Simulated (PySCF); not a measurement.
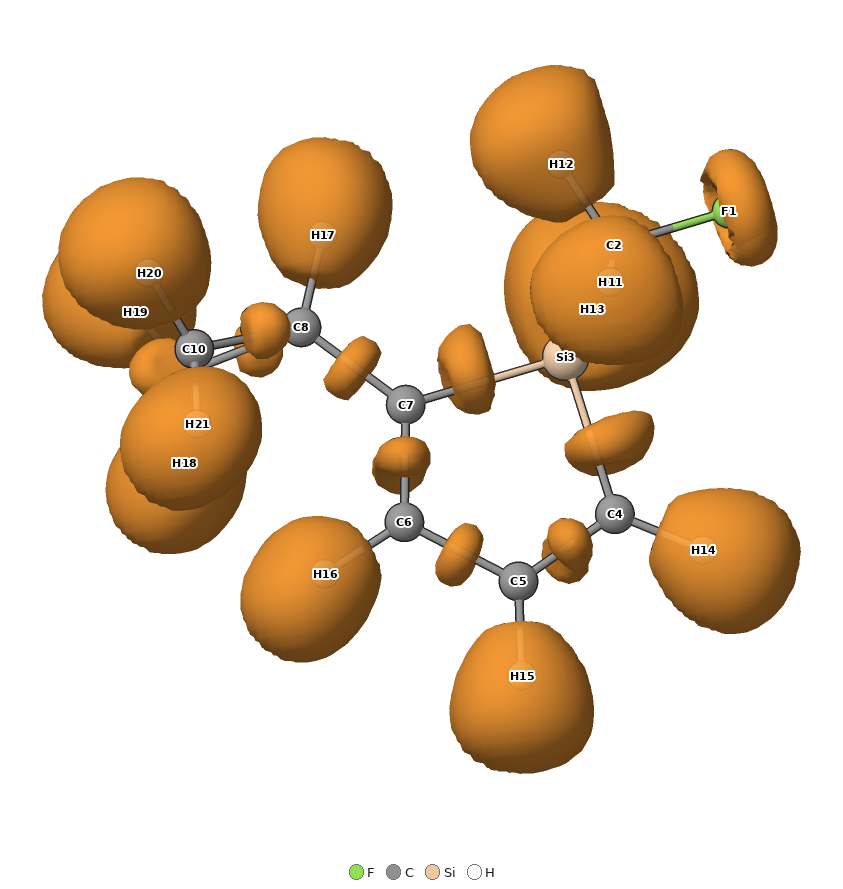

Figure. C$_{8}$H$_{11}$FSi. Isosurface of the electron localisation function at 0.85 (orange), seen across its widest extent. Only the valence region is drawn (cores and ρ < 0.01 e/Å³ removed).

Geometry: GFN2-xTB.

Computed with PBE0/pcSseg-1, SCF density, gas phase, non-relativistic (PySCF 2.14.0).

```xyz
21

F    -3.6658   -1.6305    0.7579
C    -2.3372   -1.3421    0.9957
Si   -1.6437   -0.2349   -0.4130
C    -2.0465    1.5944   -0.2513
C    -0.9024    2.2680   -0.0595
C     0.3201    1.4898    0.0008
C     0.1932    0.1569   -0.1415
C     1.2884   -0.8184   -0.1172
C     2.6420   -0.4752   -0.6931
C     2.4856   -0.6172    0.7818
H    -2.2958   -0.8618    1.9759
H    -1.8239   -2.3047    1.0546
H    -1.9482   -0.8493   -1.7064
H    -3.0027    2.0842   -0.3136
H    -0.8499    3.3417    0.0565
H     1.2596    1.9997    0.1599
H     0.9636   -1.8436   -0.2507
H     2.7681    0.5149   -1.1034
H     3.1734   -1.2437   -1.2339
H     2.9062   -1.4858    1.2659
H     2.5070    0.2747    1.3888
```

Q: What do the ELF domains correspond to?

A: The surface consists of seven regions between bonded C–C atoms (shared pairs), three regions between bonded C–Si atoms (shared pairs), eleven regions around hydrogen nuclei and one region wrapped around F (its lone pairs, merged into a ring or cap). Profiles from the grid: C–C (1.34 Å): the ELF peaks at about 0.90 between the atoms: a short, multiple covalent bond. C–F (1.38 Å): the ELF peaks at about 0.85 between the atoms: a shared but strongly polarised pair.
